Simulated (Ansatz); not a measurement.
# Zn3Cu and its elements: formation energy from the elements in Python

Is Zn3Cu stable against its elements? Aim: a formation energy from the elements, for Zn3Cu and its elements, run from a script.

Program: the Python package of Ansatz 0.2.0. Level of theory: DFT r2SCAN, plane waves, PAW. These are calculated values, not measurements.

## Step 1: Starting point

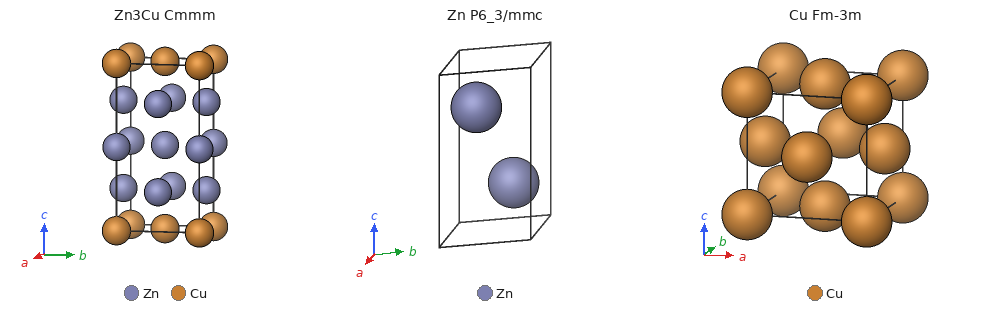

The starting structures, one conventional cell each, each at its own scale.

The script holds or builds the structure itself.

## Step 2: The code

The input, zn3cu.py:

```python
"""Is Zn3Cu bound against its elements, after relaxing atoms and volume at fixed cell shape."""

from collections import Counter

import ansatz as az
import numpy as np

config = {
    "ecut": 500,
    "xc": "r2SCAN",
    "scf_tol": 1e-08,
    "k_spacing": 0.27,
    "smearing": "cold",
    "sigma": 0.05,
}

PHASES = {
    "Zn3Cu": (
        [[1.51501, -2.16659, 0.0], [1.51501, 2.16659, 0.0], [0.0, 0.0, 8.54104]],
        [
            ("Zn", [0.5, 0.5, 0.76368]),
            ("Zn", [0.0, 0.0, 0.5]),
            ("Zn", [0.5, 0.5, 0.23632]),
            ("Cu", [0.0, 0.0, 0.0]),
        ],
    ),
    "Zn": (
        [[2.67, 0.0, 0.0], [-1.335, 2.31229, 0.0], [0.0, 0.0, 4.966]],
        [
            ("Zn", [1 / 3, 2 / 3, 0.25]),
            ("Zn", [2 / 3, 1 / 3, 0.75]),
        ],
    ),
    "Cu": (
        [[0.0, 1.8075, 1.8075], [1.8075, 0.0, 1.8075], [1.8075, 1.8075, 0.0]],
        [
            ("Cu", [0.0, 0.0, 0.0]),
        ],
    ),
}


def build(vectors, sites):
    crystal = az.Crystal(lattice=az.Lattice.of(vectors))
    for symbol, position in sites:
        crystal = crystal.atom(symbol, position)
    return crystal


def run_phase(name, crystal):
    calc = (
        crystal.calculation()
        .basis(config["ecut"])
        .functional(config["xc"])
        .scf(tolerance=config["scf_tol"])
        .kpoints(spacing=config["k_spacing"])
        .occupations(config["smearing"], width=config["sigma"])
        .stress()
    )
    calc = calc.relax(force_tolerance=0.02, max_steps=60, fix_cell=["shape"])
    return calc.run(threads=1)


def counts(outcome):
    return Counter(site.symbol for site in outcome.lattice.sites)

def formation_energy(outcome, mu):
    n = counts(outcome)
    return (outcome.report["energy_sigma0_ev"] - sum(k * mu[element] for element, k in n.items())) / sum(n.values())


def volume_per_atom(outcome):
    return abs(np.linalg.det(outcome.lattice.cell_ang)) / len(outcome.lattice.sites)

phases = {name: build(*cell) for name, cell in PHASES.items()}

done = {}
for name, crystal in phases.items():
    done[name] = run_phase(name, crystal)
    print(f"{name}: {done[name].report['energy_sigma0_ev']:.4f} eV, {len(done[name].lattice.sites)} atoms")

# chemical potentials of the elements at zero temperature
references = {"Zn": "Zn", "Cu": "Cu"}
mu = {element: done[name].report["energy_sigma0_ev"] / len(done[name].lattice.sites) for element, name in references.items()}

target = done["Zn3Cu"]
heat = formation_energy(target, mu)
for element, value in mu.items():
    print(f"mu({element}) = {value:.4f} eV from {references[element]}, {volume_per_atom(done[references[element]]):.2f} A^3/atom")
print(f"formation energy of Zn3Cu: {heat:.4f} eV/atom = {96.4853 * heat:.1f} kJ/mol of atoms")
```

## Step 3: Launch

On the command line:

```bash
$ python zn3cu.py
```

The program printed:

```text
DeckWarning: relax.cell: scf.convergence.dr2_threshold = 1e-8 eV is looser than the 4e-10 eV advised for a relaxation that steers and ends on the stress (1e-10 eV for each atom of the cell: 4). What an SCF threshold leaves in a stress goes as its square root, and in the free energy as the threshold itself, and one [...]
Zn3Cu: -16608.2819 eV, 4 atoms
Zn: -6651.3219 eV, 2 atoms
Cu: -6631.2347 eV, 1 atoms
mu(Zn) = -3325.6609 eV from Zn, 14.42 A^3/atom
mu(Cu) = -6631.2347 eV from Cu, 11.43 A^3/atom
formation energy of Zn3Cu: -0.0161 eV/atom = -1.6 kJ/mol of atoms
```

(Warnings from the package without file and line, shortened, repeats left out.)

Run time: 1.8 min. Hardware: 1 thread of Intel Xeon Platinum 8259CL at 2.50GHz (Skylake/Cascade Lake), shared host; peak memory 0.64 GiB.

## Step 4: What each run gave

One row for each of the 3 runs:

```
run           system  space group at the end  energy (eV/atom)  from the elements (meV/atom)  final volume (Å³/atom)  pressure (GPa)  SCF cycles in all  CPU time (s)
  1  Zn3Cu (4 atoms)                    Cmmm        -4152.0705                         -16.1                   13.28           -0.03                 47            83
  2     Zn (2 atoms)                P6_3/mmc        -3325.6609                           0.0                   14.42           -0.02                 28            14
  3      Cu (1 atom)                   Fm-3m        -6631.2347                           0.0                   11.43           -0.03                 31           8.2
```

Energies are extrapolated to zero smearing width, as in the script. Totals carry meaning only in balanced differences at one level of theory.

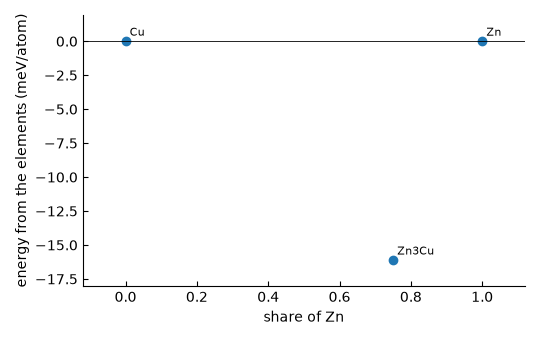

Energy from the elements against composition.

## Step 5: The relaxation of run 1, step by step

The steps of the relaxation:

| step | E - E(step 1) (eV/cell) | largest force component (eV/Å) | pressure (GPa) | volume (Å³) |
| --- | --- | --- | --- | --- |
| 1 | 0.0000 | 0.0082 | -5.25 | 56.07 |
| 2 | -0.0484 | 0.0416 | -1.47 | 53.82 |
| 3 | -0.0520 | 0.0083 | 0.15 | 53.04 |
| 4 | -0.0520 | 0.0004 | 0.00 | 53.12 |
| 5 | -0.0513 | 0.0003 | -0.03 | 53.12 |

Step 1 is the start.

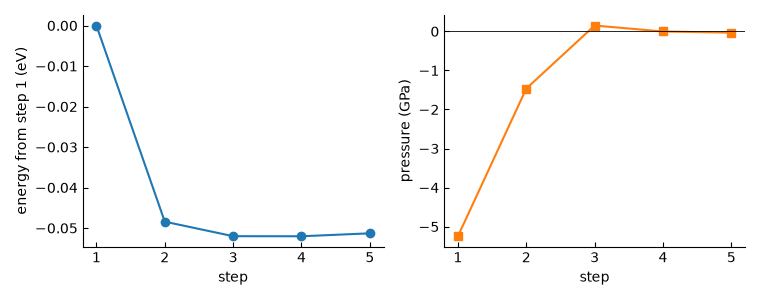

Energy and pressure along the relaxation.

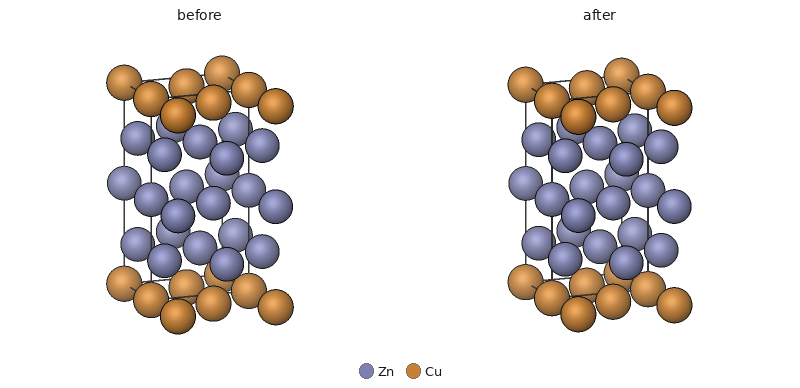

Before and after, at one scale.

Lengths and angles in the start's conventional setting:

|  | before | after | change |
| --- | --- | --- | --- |
| a (Å) | 3.030 | 2.976 | -1.8 % |
| b (Å) | 4.333 | 4.256 | -1.8 % |
| c (Å) | 8.541 | 8.389 | -1.8 % |
| volume (Å³/atom) | 14.02 | 13.28 | -5.3 % |
| shortest distance (Å) | 2.524 | 2.489 | -1.4 % |
| space group (0.01 Å) | Cmmm | Cmmm | same |

The run keeps the 8 symmetry operations of the start, so it could not have lowered the symmetry.

## Step 6: The relaxation of run 3, step by step

Step by step:

| step | energy from step 1 (eV/cell) | largest force component (eV/Å) | pressure (GPa) | volume (Å³) |
| --- | --- | --- | --- | --- |
| 1 | 0.0000 | 0.0000 | -4.93 | 11.81 |
| 2 | -0.0047 | 0.0000 | -2.48 | 11.61 |
| 3 | -0.0063 | 0.0000 | 0.20 | 11.42 |
| 4 | -0.0063 | 0.0000 | -0.01 | 11.43 |
| 5 | -0.0061 | 0.0000 | -0.03 | 11.43 |

Step 1 is the start.

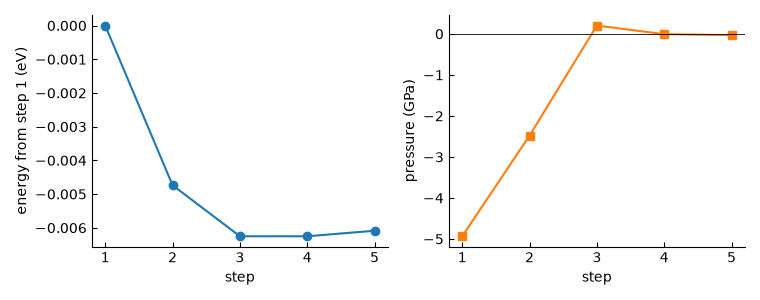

Energy and pressure along the relaxation.

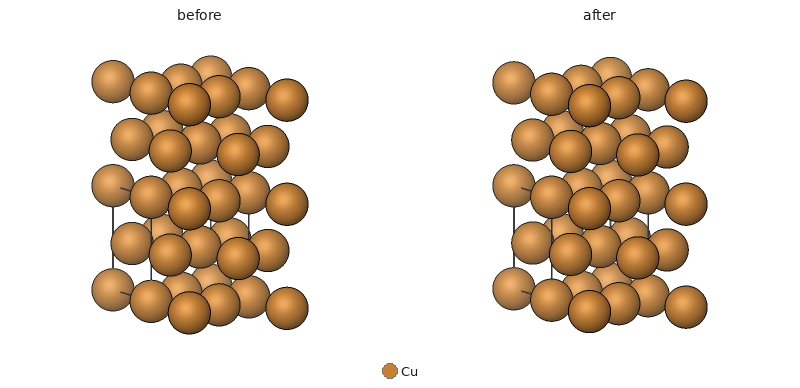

The structure before (left) and after (right) the relaxation, drawn at the same scale. The change is too small to see at this scale.

Lengths and angles in the start's conventional setting:

|  | before | after | change |
| --- | --- | --- | --- |
| a (Å) | 3.615 | 3.576 | -1.1 % |
| b (Å) | 3.615 | 3.576 | -1.1 % |
| c (Å) | 3.615 | 3.576 | -1.1 % |
| volume (Å³/atom) | 11.81 | 11.43 | -3.2 % |
| shortest distance (Å) | 2.556 | 2.529 | -1.1 % |
| space group (0.01 Å) | Fm-3m | Fm-3m | same |

The run keeps the 48 symmetry operations of the start, so it could not have lowered the symmetry.

## Step 7: What came out

| quantity | value |
| --- | --- |
| formation energy | -0.0161 eV/atom |
| runs compared | 3 |
| energy of Zn3Cu (run 1) from the elements | -16 meV/atom |

**Reading.** The formation energy is negative: it is stable against its elements at zero temperature, which says nothing yet of competing compounds. The formation energy is -0.016 eV an atom (-1.6 kJ per mole of atoms), so Zn3Cu lies below the reference phases, by an amount within the functional's error. In run 1, the volume shrank by 5.3 % over 3 moves, and the space group stayed Cmmm. In run 3, over 3 moves the cell shrank by 3.2 % in volume, and the space group stayed Fm-3m. Notes:
- Absolute energies stand on the zero of these potentials, so only differences at equal settings mean something.
- For the metals among these phases the mesh is modest: their energies are good to some meV an atom at best.
- Only the volume is relaxed, with the cell's shape held, which can hide stresses and change volumes much.
- The cells come from databases of deposited and of computed structures, and not all need be stable phases.
- The compound is the structure given, not necessarily its lowest; energies are at zero temperature, with no correction for gases. A semilocal functional's error on such energies is often 0.05 to 0.1 eV an atom, and 0.1 to 0.3 eV against gases such as O2 or F2.
